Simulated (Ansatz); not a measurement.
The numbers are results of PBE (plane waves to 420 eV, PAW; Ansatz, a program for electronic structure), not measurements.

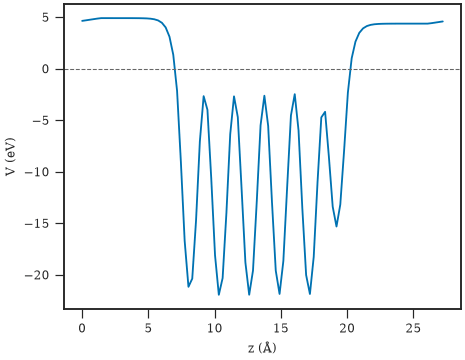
Figure: Plane-averaged electrostatic potential energy along the normal, in eV from the Fermi level, for the (110) surface of bcc W, p(2x2), one W site of the top plane empty (bottom of the slab: a bare face, its two planes held)

Slab: 23 atoms, 11.3 Å thick at the start with caps and adatoms (thin: gaps and levels are the slab's own); k 7x7x1, smearing 0.1 eV, dipole-corrected; 8 atoms held, the rest relaxed; start symmetry kept, larger cells not searched; no spin, no spin-orbit, no U. In PBE it lies 0.20 eV a 1x1 cell over the lowest computed structure of the same composition (one row in 4 of the top plane missing).

The vacuum level lies 4.37 eV above the Fermi level over the top face and 4.90 eV above it under the bottom face.
